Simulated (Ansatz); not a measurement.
The starting structures come from a database of crystals and need not be the phases stable at ambient conditions.

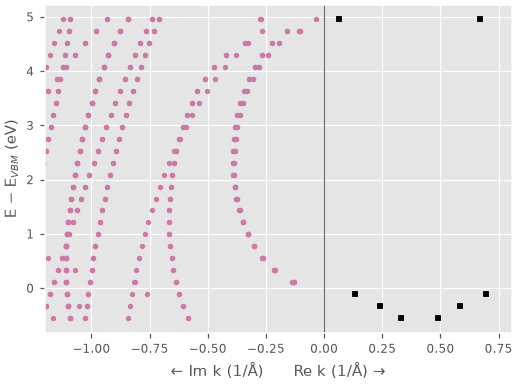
*Complex bands at the centre of the two-dimensional zone; r2SCAN run with Ansatz (a quantum-chemistry and plane-wave program)*

No gap correction and no spin-orbit coupling; mid-gap values are interpolated between computed energies.

Question: This is Si(CN$_{2}$)$_{2}$ (Pn-3m, not sure to be the ambient phase, 14 atoms a cell, 21.3 Å³ an atom, -2 GPa at this level) along the normal of (111). Read off the slowest decay at the centre of the two-dimensional zone at 2.31 eV, the computed energy nearest the middle of the gap.

Answer: κ ≈ 0.39 1/Å, a decay length 1/(2κ) of the density of 1.3 Å.
